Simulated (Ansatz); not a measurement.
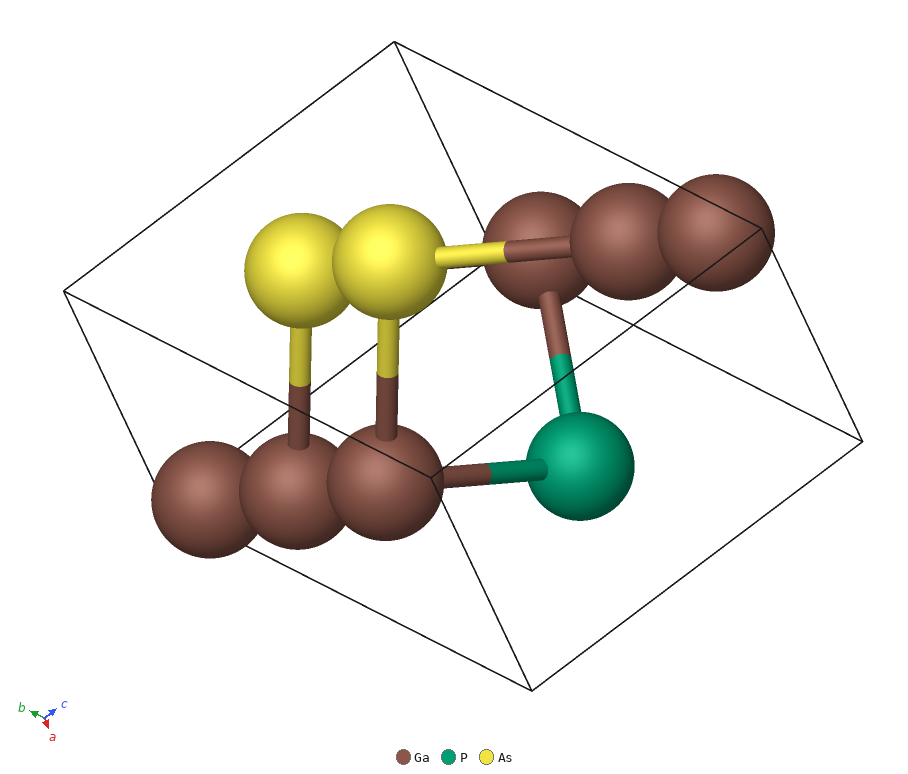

Drawn in the ball-and-stick manner and seen slightly off an axis. Atoms at the boundary of the simulation cell (the box) are drawn once for each face, edge or corner they touch.

Input file:
```yaml
crystal:
  lattice:
    - [-2.001610117, 2.001610117, 8.5041398279]
    - [2.001610117, -2.001610117, 8.5041398279]
    - [2.001610117, 2.001610117, -8.5041398279]
  atoms:
    - { symbol: Ga, position: [0.8292765389, 0.8292765389, 0.0] }
    - { symbol: Ga, position: [0.5, 0.5, 0.0] }
    - { symbol: Ga, position: [0.1707234611, 0.1707234611, 0.0] }
    - { symbol: P, position: [0.75, 0.25, 0.5] }
    - { symbol: As, position: [0.4146771752, 0.9146771752, 0.5] }
    - { symbol: As, position: [0.0853228248, 0.5853228248, 0.5] }
basis:
  ecutwfc: 420
kpoints:
  mp_grid: { grid: [12, 12, 12] }
  band_path:
    path:
      - [[0.0, 0.0, 0.0], [0.0, 0.0, 0.5], [0.25, 0.25, 0.25], [0.0, 0.5, 0.0], [0.0, 0.0, 0.0], [0.5, 0.5, -0.5], [0.26384963, 0.73615037, -0.26384963]]
      - [[-0.26384963, 0.26384963, 0.26384963], [0.0, 0.0, 0.0]]
      - [[0.0, 0.0, 0.5], [-0.02769926, 0.02769926, 0.5]]
      - [[0.5, 0.5, -0.02769926], [0.5, 0.5, -0.5]]
    npoints: 14
hamiltonian:
  xc: pbe
scf:
  occupations: { method: gaussian, width: 0.02 }
  n_extra_bands: 15
output:
  forces: true
  stress: true
  eigenvalues: true
  populations: true
  dos: { projected: true, de: 0.02, nscf_kmesh: { grid: [18, 18, 18] } }
  bader: true
```
Run as:
```sh
ansatz run input.yaml --threads 1 --pin off --max-ram 2560MiB --backend cpu --events-out ev --progress --plain --runs-dir out
```

Method: Ansatz, DFT PBE, scalar-relativistic, plane waves, PAW; E_cut = 420 eV, a 12×12×12 k-point grid, Gaussian smearing of 0.02 eV, no spin polarisation.

Predict the Bader charges.

Answer. Ga +0.68 to +0.75 e; As -0.68 e; P -0.83 e. The transfer is large, as in an ionic solid.

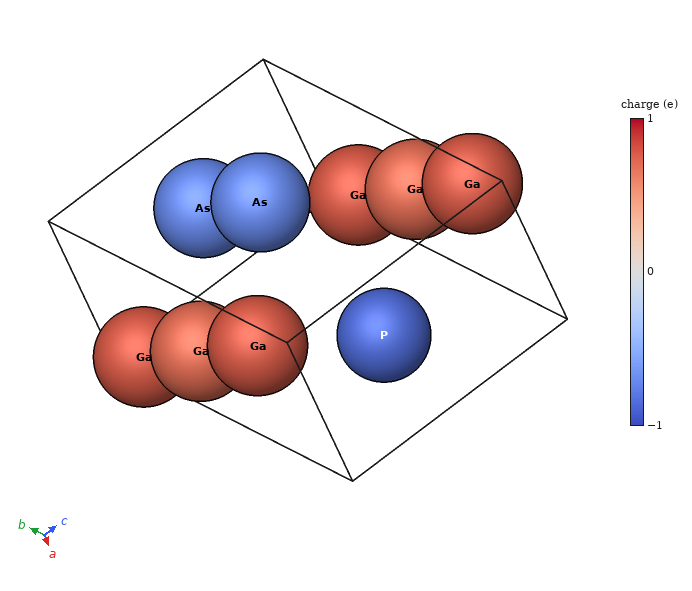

The atoms coloured by those charges.

It goes back to a structure type filled with these elements by a generator (whether the compound takes this form wasn't checked). Earlier steps of the study may have refined or changed the cell and positions. Ansatz was used for an electronic-structure calculation on it.
